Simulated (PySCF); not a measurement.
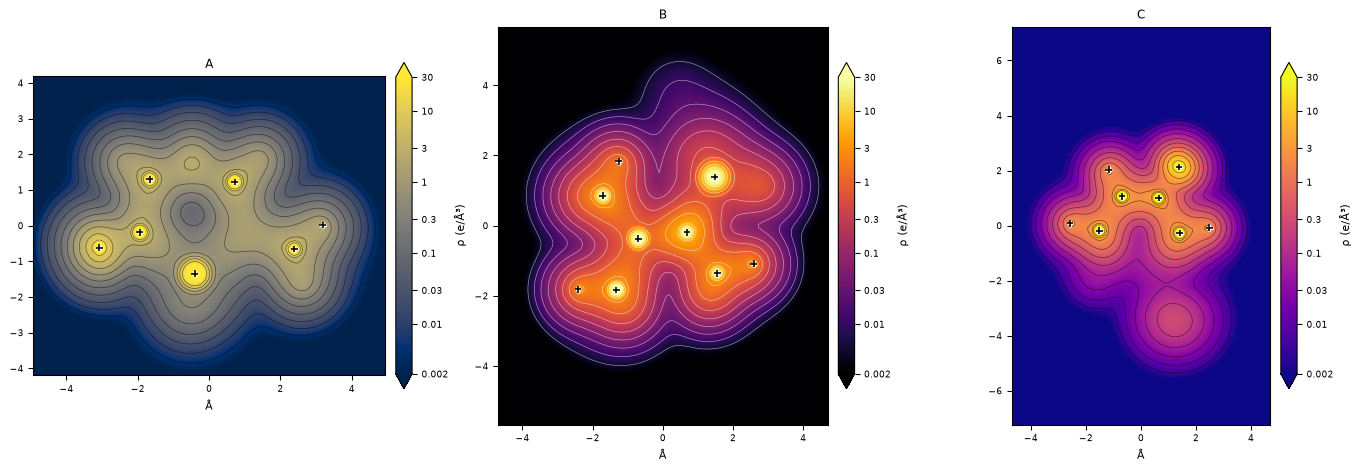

The total electron density of 3 systems, each on a plane through atoms (crosses mark nuclei in the plane).

Theory: PBE0/pcSseg-1, SCF density, gas phase, non-relativistic (PySCF).

System 1: C₃H₁₅BN₂Si₂, the plane of atoms B2, C1 and H11. Geometry: GFN2-xTB.

```xyz
23

C     2.5214   -0.5535   -0.7699
B     1.1761   -0.1793   -0.0021
C     1.2487   -0.1095    1.5861
N    -0.0082    0.0693   -0.7121
C     0.0004   -0.0454   -2.1612
Si   -1.5180    0.5902    0.0321
N    -1.1840    2.1518    0.7021
Si   -2.3600   -1.0273    1.4584
H     2.7829    0.1893   -1.5226
H     2.4291   -1.5030   -1.2974
H     3.3714   -0.6472   -0.0980
H     1.6626   -1.0373    1.9797
H     0.3009    0.0595    2.0922
H     1.9335    0.6796    1.8991
H     0.5046    0.8108   -2.6142
H     0.5222   -0.9498   -2.4706
H    -1.0133   -0.0858   -2.5528
H    -2.4338    0.9002   -1.0818
H    -0.2684    2.3181    1.0890
H    -1.8849    2.6041    1.2668
H    -3.7468   -1.3783    1.1239
H    -1.6150   -2.2892    1.5142
H    -2.4261   -0.5403    2.8460
```

System 2: C₆H₁₀F₂SSi, the plane of atoms C5, C6 and C7. Geometry: GFN2-xTB.

```
atom    x (Å)    y (Å)    z (Å)
   C   3.4500  -0.2230  -0.2108
   S   2.2340   0.7013  -1.2032
  Si   0.5829   0.5822   0.1470
   C  -0.1227  -1.1749   0.3870
   C  -1.5747  -1.2539  -0.1215
   C  -2.4125  -0.1423   0.4289
   C  -2.0863   1.1244   0.2207
   F  -2.8124   2.1254   0.7747
   C  -0.9031   1.5609  -0.5671
   F  -1.0752   1.2144  -1.9028
   H   3.0896  -1.2298  -0.0306
   H   3.6205   0.2926   0.7279
   H   4.3657  -0.2546  -0.7904
   H   0.9497   1.2014   1.4256
   H   0.4688  -1.9283  -0.1358
   H  -0.1065  -1.4422   1.4449
   H  -2.0083  -2.2148   0.1573
   H  -1.5686  -1.1939  -1.2122
   H  -3.2947  -0.3818   1.0012
   H  -0.8017   2.6473  -0.5440
```

System 3: C₅H₁₀O₂Si, the plane of atoms O7, C6 and Si8. Geometry: GFN2-xTB.

```xyz
18

C    -2.3072    0.1995   -0.2739
C    -0.8290    0.0430   -0.6153
C    -0.2684   -1.2579   -0.0257
O     1.0794   -1.4795   -0.3805
C     2.0318   -0.7896    0.3851
C     1.9854    0.7234    0.2641
O     2.9803    1.3954    0.4060
Si    0.2475    1.5009   -0.0133
H    -2.7020    1.1098   -0.7170
H    -2.4504    0.2552    0.8029
H    -2.8828   -0.6445   -0.6509
H    -0.7401   -0.0451   -1.7033
H    -0.8129   -2.1189   -0.4271
H    -0.3804   -1.2609    1.0691
H     1.9071   -1.0171    1.4595
H     3.0085   -1.1641    0.0665
H     0.3284    2.6034   -0.9672
H    -0.2039    1.9534    1.3096
```

**Which map belongs to which system?**

Panel A is system 3, C₅H₁₀O₂Si: the plane holds C, O, Si and H. C–O (1.21 Å): ρ at the midpoint is about 3.3 e/Å³. Panel B is system 1, C₃H₁₅BN₂Si₂: the plane holds C, B, N, Si and H. B–N (1.40 Å): ρ at the midpoint is about 1.9 e/Å³. Panel C is system 2, C₆H₁₀F₂SSi: the plane holds C, F and H. C–C (1.32 Å): ρ is about 2.3 e/Å³ halfway.
